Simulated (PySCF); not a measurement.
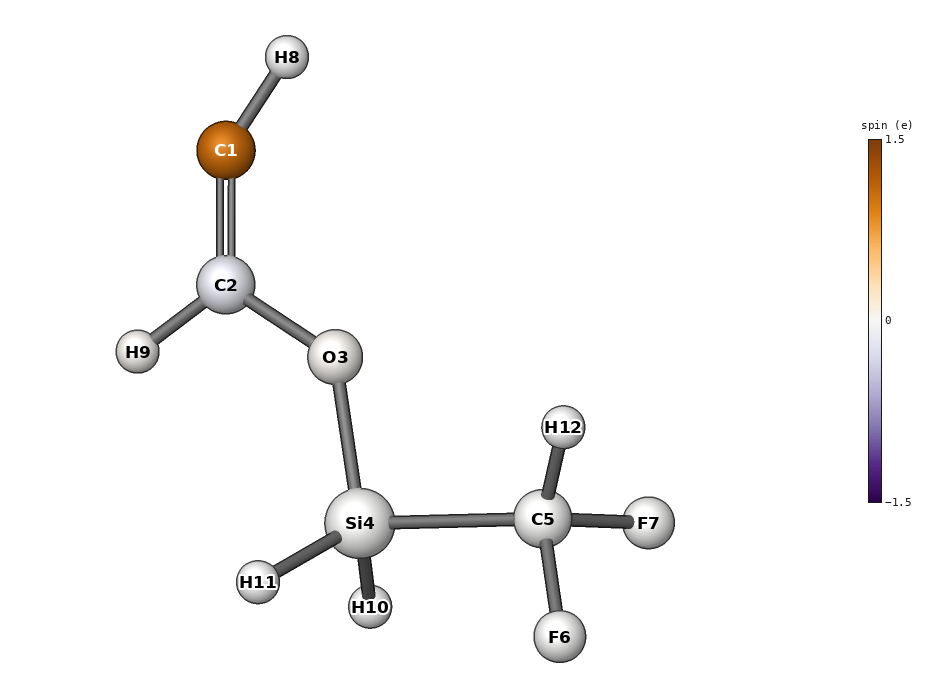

Atoms are coloured by their Mulliken spin populations. State: neutral, doublet. The geometry was computed by an optimisation with GFN2-xTB. No frequency run is at hand to confirm it as a minimum. Level of theory: UKS B3LYP, pcH-1 on C F H O Si, non-relativistic (PySCF 2.14.0).

List the Mulliken spin populations.

```tsv
atom	value (e)
C1	1.07
C2	−0.14
O3	0.03
Si4	0.01
C5	0.00
F6	0.00
F7	0.00
H8	−0.01
H9	0.03
H10	0.00
H11	0.00
H12	0.00
```

Mulliken values depend strongly on the basis set. The geometry is semi-empirical. Around Si such bond lengths and angles can be off by a tenth of an ångström or more and by several degrees, and values that hang on the shape move with them.
